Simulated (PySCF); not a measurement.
# RuO4: one geometry, several methods

How much do the numbers for RuO4 (singlet) hang on the method? All levels run at one geometry, the PBE0 minimum.

Program: PySCF 2.14.0. Level of theory: several methods, basis Ru def2-SVP with ECP28, O def2-SVP, scalar-relativistic core potentials, no spin–orbit coupling, density fitting. These are calculated values, not measurements.

### Step 1. Starting geometry

5 atoms, charge 0, spin multiplicity 1.

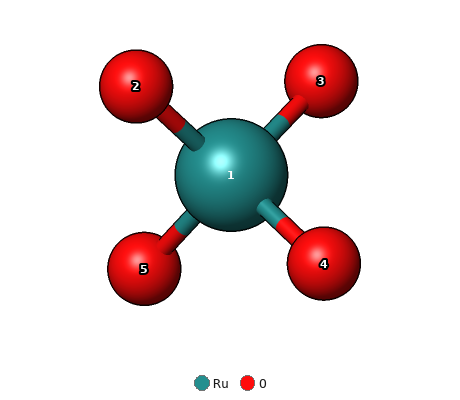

The starting geometry (ruthenium teal, oxygen red); atoms are numbered from 1 in the order of the file.

Z-matrix (Å, degrees; charge 0 multiplicity 1):
```
Ru
O  1 1.6638
O  1 1.6638 2 109.47
O  1 1.6638 2 109.47 3 120.00
O  1 1.6638 2 109.47 3 -120.00
```

### Step 2. PBE0

One driver script runs all steps and calls PySCF; scf.py shows the equivalent input of each level. Each SCF starts from the density of the minimum. The driver also runs the species with one electron less or more at the same geometry (cation multiplicity 2, anion multiplicity 2); their logs are not shown.

Contents of scf.py:

```python
from pyscf import gto, scf, dft
mol = gto.M(atom='''
Ru    -0.000000    -0.000000     0.000000
O      1.358474    -0.000041     0.960586
O     -1.358474    -0.000000     0.960586
O      0.000020     1.358494    -0.960557
O     -0.000020    -1.358453    -0.960615''',
    basis={'Ru': 'def2-SVP', 'O': 'def2-SVP'},
    ecp={'Ru': 'def2-SVP'},
    charge=0, spin=0)
mf = dft.RKS(mol, xc='PBE0')
mf.grids.atom_grid = (75, 302)
aux = {'Ru': 'def2-universal-JKFIT', 'O': 'def2-universal-JKFIT'}
mf = mf.density_fit(auxbasis=aux)
mf.kernel()
```

The log of the run:

```text
init E= -395.124002735306
  HOMO = -0.385467443028938  LUMO = -0.186334416475852  gap/eV = 5.41869
cycle= 1 E= -395.124002734544  delta_E= 7.62e-10  |g|= 6.79e-05  |ddm|= 5.09e-05
  HOMO = -0.385464807031403  LUMO = -0.186343623518376  gap/eV = 5.41836
Extra cycle  E= -395.12400272441  delta_E= 1.01e-08  |g|= 0.000248  |ddm|= 0.000186
converged SCF energy = -395.12400272441
```

This level, with the species of one electron less or more, took 9.6 s on 2 threads, shared host.

- energy: -395.124003 Eh
- one electron less (charge +1): -394.661370 Eh (doublet, ⟨S²⟩ 0.93)
- one electron more (charge -1): -395.219592 Eh (doublet, ⟨S²⟩ 0.76)
- Mulliken charge of Ru1: +1.32 e

### Step 3. HF

scf.py, as its differences from that of step 2:

```diff
@@ -11,2 +11 @@
-mf = dft.RKS(mol, xc='PBE0')
-mf.grids.atom_grid = (75, 302)
+mf = scf.RHF(mol)
```

The log of the run, shortened:

```text
[... the frontier levels of the middle cycles are left out ...]
init E= -392.872732831846
  HOMO = -0.509476591001086  LUMO = -0.0545000052937502  gap/eV = 12.38054
cycle= 1 E= -392.887121658164  delta_E= -0.0144  |g|= 0.374  |ddm|= 0.53
  HOMO = -0.53712258372668  LUMO = -0.152494850877723  gap/eV = 10.46625
cycle= 2 E= -392.84390867241  delta_E= 0.0432  |g|= 0.612  |ddm|= 0.746
  HOMO = -0.537194666774253  LUMO = -0.104925880402538  gap/eV = 11.76263
cycle= 3 E= -392.911626328223  delta_E= -0.0677  |g|= 0.0426  |ddm|= 0.434
cycle= 4 E= -392.912193084941  delta_E= -0.000567  |g|= 0.0186  |ddm|= 0.0426
cycle= 5 E= -392.912506382391  delta_E= -0.000313  |g|= 0.00804  |ddm|= 0.0463
cycle= 6 E= -392.912650060863  delta_E= -0.000144  |g|= 0.0017  |ddm|= 0.0465
cycle= 7 E= -392.912654735187  delta_E= -4.67e-06  |g|= 0.000245  |ddm|= 0.00896
cycle= 8 E= -392.912654756097  delta_E= -2.09e-08  |g|= 1.75e-05  |ddm|= 0.000453
cycle= 9 E= -392.912654756292  delta_E= -1.96e-10  |g|= 1.2e-05  |ddm|= 4.92e-05
  HOMO = -0.536818497152518  LUMO = -0.098077277868671  gap/eV = 11.93876
Extra cycle  E= -392.91265475626  delta_E= 3.18e-11  |g|= 1.82e-05  |ddm|= 2.05e-05
converged SCF energy = -392.91265475626
```

This level, with the species of one electron less or more, took 19 s.

| Property | Result |
| --- | --- |
| energy | -392.912655 Eh |
| one electron less (charge +1) | -392.549384 Eh (doublet, ⟨S²⟩ 1.84) |
| one electron more (charge -1) | -393.075450 Eh (doublet, ⟨S²⟩ 0.80) |
| Mulliken charge of Ru1 | +1.81 e |

### Step 4. MP2

scf.py, as its differences from that of step 3:

```diff
@@ -14,0 +15,2 @@
+from pyscf.mp import dfmp2
+dfmp2.DFMP2(mf, frozen=4).kernel()  # the driver gives MP2 a fitting basis of its own (RI)
```

The SCF cycles repeat those of step 3.

This level, with the species of one electron less or more, took 19 s.

- energy: -394.494506 Eh
- one electron less (charge +1): -393.867843 Eh (doublet, ⟨S²⟩ 1.84)
- one electron more (charge -1): -394.474851 Eh (doublet, ⟨S²⟩ 0.80)
- MP2 correlation in its own fitting basis (same spin, opposite spin): -1.58185 Eh (-0.50915, -1.07270)

### Step 5. The ladder

| level | vertical ionisation energy (eV) | vertical electron affinity (eV) | wall time |
| --- | --- | --- | --- |
| PBE0 | 12.59 | 2.60 | 9.6 s |
| HF | 9.89 | 4.43 | 19 s |
| MP2 | 17.05 | -0.53 | 19 s |

Times are for 2 threads, shared host; PBE0 starts from its own converged density, so its time is not comparable. A dash stands where a species or a free atom was not run at that level, or the quantity is not defined.

### Step 6. What came out

| quantity | value |
| --- | --- |
| vertical ionisation energy, range | 9.89 (HF) to 17.05 (MP2) eV |
| vertical electron affinity, range | -0.53 (MP2) to 4.43 (HF) eV |

In words: The vertical ionisation energy spreads over 7.17 eV, from HF to MP2; without a CCSD(T) value for it there is no yardstick here. Spin contamination is strong in at least one of the open-shell species at HF, MP2. Without diffuse functions electron affinities tend to come out too low.
